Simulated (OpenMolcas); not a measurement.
# One shape, several levels: GeSiH3ClO (SMILES [SiH3][O][Ge][Cl])

We compute a comparison of 6 runs (HF/3-21G, B2PLYP/cc-pVDZ, M06-2X/cc-pVDZ, PBE0/cc-pVDZ, TPSS/cc-pVDZ, CCSD(T)/cc-pVDZ) of GeSiH3ClO. 

The results are computed with OpenMolcas 26.06.

**1. The molecule**

The species is GeSiH3ClO (7 atoms), meant as a singlet with charge 0. As SMILES, `[SiH3][O][Ge][Cl]`. The Si1–H5 distance was set to 3.264 Å, away from the relaxed value. At this shape a bond of the SMILES string is far longer than usual.

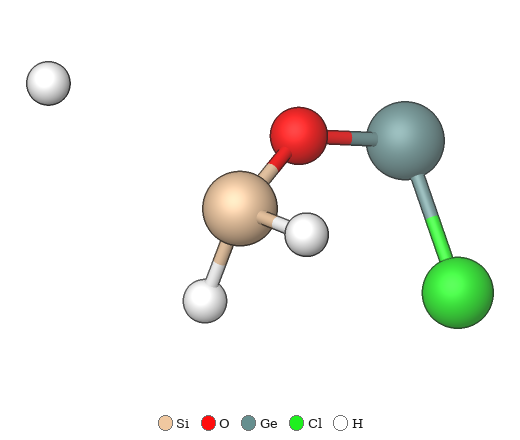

The structure, seen from a chosen angle (silicon light orange, oxygen red, germanium teal, chlorine green, hydrogen white).

**2. The energy at HF/3-21G (run 1)**

geom.xyz

```xyz
7

Si    -0.549401     0.206760     0.942321
O     -0.299301    -1.416940     1.142721
Ge    -0.657201    -2.673340     2.333421
Cl    -1.725601    -1.452540     3.834121
H      0.795900     1.045400    -1.911300
H     -2.002701     0.507660     0.913221
H      0.096899     0.970360     2.038921
```

calc.input

```
* ClGeH3OSi Hartree-Fock
&GATEWAY
BasLib=$CurrDir
Coord=geom.xyz
Basis=3-21G
Group=NoSym
&SEWARD
&SCF
Thresholds=1e-10 1e-07 1e-07 1e-05
PrOrbitals=1 2
```

The basis set 3-21G is read from a file made from the Basis Set Exchange's data (not shown).

On the command line:

```sh
export MOLCAS_MEM=1860
pymolcas calc.input > calc.log
```

The log of the run:

```text
--- Start Module: gateway ---
[...]
--- Stop Module: gateway /rc=_RC_ALL_IS_WELL_ ---
--- Start Module: seward ---
[...]
      Basis functions           63
--- Stop Module: seward /rc=_RC_ALL_IS_WELL_ ---
--- Start Module: scf ---
[...]
       Convergence after  16 Iterations
[...]
::    Total SCF energy                              -2886.1555964869
[...]
      Total spin, S                                     0.0000000000
[...]
      Total electronic charge=   74.000000
      Total            charge=   -0.000000
[...]
      Dipole Moment (debye):
      Origin of the operator (angstrom)=   -0.8352   -1.6855    2.2597
                   X=  7.1210E-02               Y= -2.3754E+00               Z=  8.3545E-01           Total=  2.5190E+00
      Quadrupole Moment (debye*angstrom):
[...]
--- Stop Module: scf /rc=_RC_ALL_IS_WELL_ ---
[...]
```

Run time: 2.2 s. Hardware: 1 thread of Intel Xeon 6975P-C (Granite Rapids), shared host; peak memory 0.4 GiB.

**3. A single-point energy at B2PLYP/cc-pVDZ (run 2)**

test.inp

```
* ClGeH3OSi Kohn-Sham DFT
>>> EXPORT MOLCAS_PRINT=2

&gateway
 baslib = $CurrDir
 coord
 7
 angstrom
 Si      -0.549401       0.206760       0.942321
 O       -0.299301      -1.416940       1.142721
 Ge      -0.657201      -2.673340       2.333421
 Cl      -1.725601      -1.452540       3.834121
 H        0.795900       1.045400      -1.911300
 H       -2.002701       0.507660       0.913221
 H        0.096899       0.970360       2.038921
 basis = cc-pVDZ
 group = NoSym

&seward
 gridinput
 Grid=UltraFine
 End of Grid

&scf
 ksdft = B2PLYP_SCF
 thresholds = 1e-10 1e-07 1e-07 1e-05
 prorbitals = 1 1

&mbpt2
 frozen = 20
```

The basis set cc-pVDZ is read from a file made from the Basis Set Exchange's data (not shown).

On the command line:

```sh
export MOLCAS_MEM=1860
pymolcas test.inp > test.log
```

The log of the run:

```text
--- Start Module: gateway ---
[...]
--- Stop Module: gateway /rc=_RC_ALL_IS_WELL_ ---
[...]
      Basis functions           92
[...]
--- Start Module: scf ---
[...]
       Convergence after  14 Iterations
[...]
::    Total KS-DFT energy                           -2902.6974590341
[...]
      Total spin, S                                     0.0000000000
[...]
      Total electronic charge=   74.000000
      Total            charge=   -0.000000
[...]
      Dipole Moment (debye):
      Origin of the operator (angstrom)=   -0.8352   -1.6855    2.2597
                   X= -7.2932E-01               Y= -2.3831E+00               Z=  2.3367E+00           Total=  3.4164E+00
      Quadrupole Moment (debye*angstrom):
[...]
--- Stop Module: scf /rc=_RC_ALL_IS_WELL_ ---
[...]
--- Start Module: mbpt2 ---
[...]
 ###    WARNING: MP2 implementation intended for RHF references only         ###
 ###############################################################################
MBPT2 WARNING: Reference function according to RunFile:KS-DFT
I'll assume you know what you're doing and continue
WARNING!
Default frozen orbitals as non valence orbitals is overwritten by user input.
Default values:  22
[...]
       Reference weight ( Cref**2 )         =        0.67756
::    Total MBPT2 energy                            -2903.3851840586
[...]
      Total MBPT2 calculations                           0.25      0.29
--- Stop Module: mbpt2 /rc=_RC_ALL_IS_WELL_ ---
[...]
```

Wall time 19 s (1 thread of Intel Xeon 6975P-C (Granite Rapids), shared host); peak memory 0.5 GiB.

Runs 3 to 5 aren't shown in full; the table further down has their settings and results.

**4. A single-point energy at CCSD(T)/cc-pVDZ (run 6)**

job.inp

```
>>> EXPORT MOLCAS_PRINT=2

&GATEWAY
  BASLIB
  $CurrDir
  COORD
  7
  angstrom
  Si      -0.549401       0.206760       0.942321
  O       -0.299301      -1.416940       1.142721
  Ge      -0.657201      -2.673340       2.333421
  Cl      -1.725601      -1.452540       3.834121
  H        0.795900       1.045400      -1.911300
  H       -2.002701       0.507660       0.913221
  H        0.096899       0.970360       2.038921
  BASIS
  cc-pVDZ
  GROUP
  NoSym

&SEWARD

&SCF
  THRESHOLDS
  1e-10 1e-07 1e-07 1e-05
  PRORBITALS
  1

&RASSCF
  FILEORB
  $Project.ScfOrb
  SPIN
  1
  NACTEL
  0 0 0
  INACTIVE
  37
  RAS2
  0
  OUTORBITALS
  Canonical
  ORBLISTING
  Nothing

&MOTRA
  JOBIPH
  FROZEN
  20

&CCSDT
  CCT
  TRIPLES
  2
  ITERATIONS
  80
  ACCURACY
  1e-08
  EXTRAPOLATION
  5 4
```

The basis set cc-pVDZ is read from a file made from the Basis Set Exchange's data (not shown).

On the command line:

```sh
export MOLCAS_MEM=1860
pymolcas job.inp > job.log
```

The log of the run:

```text
--- Start Module: gateway ---
[...]
--- Stop Module: gateway /rc=_RC_ALL_IS_WELL_ ---
[...]
      Basis functions           92
[...]
       Convergence after  15 Iterations
[...]
::    Total SCF energy                              -2900.2914610454
[...]
      Total spin, S                                     0.0000000000
[...]
      Number of active orbitals                  0
[...]
      Spin quantum number                      0.0
[...]
      Active orbitals                            0
[...]
      Number of CSFs                             1
[...]
      Number of root(s) required                 1
[...]
      Convergence after  4 iterations
[...]
      Natural orbitals and occupation numbers for root  1
      ************************************************************************************************************************
      *                                                    Final results                                                     *
      ************************************************************************************************************************
[...]
::    RASSCF root number  1 Total energy:  -2900.29146105
[...]
      Total electronic charge=   74.000000
      Total            charge=   -0.000000
[...]
      Dipole Moment (debye):
      Origin of the operator (angstrom)=   -0.8352   -1.6855    2.2597
                   X= -1.0152E+00               Y= -2.6294E+00               Z=  2.9711E+00           Total=  4.0953E+00
      Quadrupole Moment (debye*angstrom):
[...]
--- Start Module: motra ---
[...]
--- Stop Module: motra /rc=_RC_ALL_IS_WELL_ ---
--- Start Module: ccsdt ---
[...]
      Convergence after                    21  Iterations
      Total energy (diff) :   -2900.89305111      -0.00000001
[...]
 METHOD                       : CCSD+T(CCSD)+<T3(1)WT1> = CCSD(T)
[...]
       CCSD     =     -2900.8930511136973
[...]
```

It took 62 s on 1 thread of Intel Xeon 6975P-C (Granite Rapids), shared host; peak memory 0.5 GiB.

**5. Overview of the runs**

| run | level | frozen core orbitals | integration grid | energy (Eh) | dipole moment (D) of the reference | HOMO energy (eV) | LUMO energy (eV) | wall time |
| --- | --- | --- | --- | --- | --- | --- | --- | --- |
| 1 | HF/3-21G | – | – | -2886.155596 | 2.52 | -7.69 | -0.56 | 2.2 s |
| 2 | B2PLYP/cc-pVDZ | 20 | UltraFine | -2902.883145 | 3.42 | -6.76 | -2.38 | 19 s |
| 3 | M06-2X/cc-pVDZ | – | UltraFine | -2903.558347 | 2.95 | -6.92 | -2.69 | 25 s |
| 4 | PBE0/cc-pVDZ | – | UltraFine | -2903.009190 | 2.94 | -6.23 | -3.44 | 23 s |
| 5 | TPSS/cc-pVDZ | – | UltraFine | -2903.669916 | 2.94 | -5.60 | -4.09 | 51 s |
| 6 | CCSD(T)/cc-pVDZ | 20 | – | -2900.918492 | 4.10 | -7.75 | -0.54 | 62 s |

**6. Results**

```
                                           quantity           value
                                run 6: total energy  -2900.91849 Eh
          run 6: dipole moment (mean-field density)          4.10 D
         run 6: HOMO energy (Hartree–Fock orbitals)        -7.75 eV
         run 6: LUMO energy (Hartree–Fock orbitals)        -0.54 eV
       run 6: HOMO–LUMO gap (Hartree–Fock orbitals)         7.20 eV
run 6: correlation energy (20 core orbitals frozen)      -627.0 mEh
                              run 6: (T) correction      -25.44 mEh
```

**Reading.** Over runs 1, 2, 3, 4, 5 the dipole moment (its size) runs from 2.52 D (HF/3-21G) to 3.42 D (B2PLYP/cc-pVDZ). The two ends differ in method and basis. A double hybrid's value is that of its SCF part. Over runs 1, 2, 3, 4, 5 the HOMO–LUMO gap runs from 1.51 eV (TPSS/cc-pVDZ) to 7.13 eV (HF/3-21G). For B2PLYP the log adds the whole second-order term; the table takes 0.27 of it, as the functional is defined. Totals of different functionals can't be ranked against each other. In runs 1, 2, 3, 4, 5, 6 a closed-shell determinant meets a far-stretched bond, which it describes badly. All runs together took 3 min, the longest 62 s.
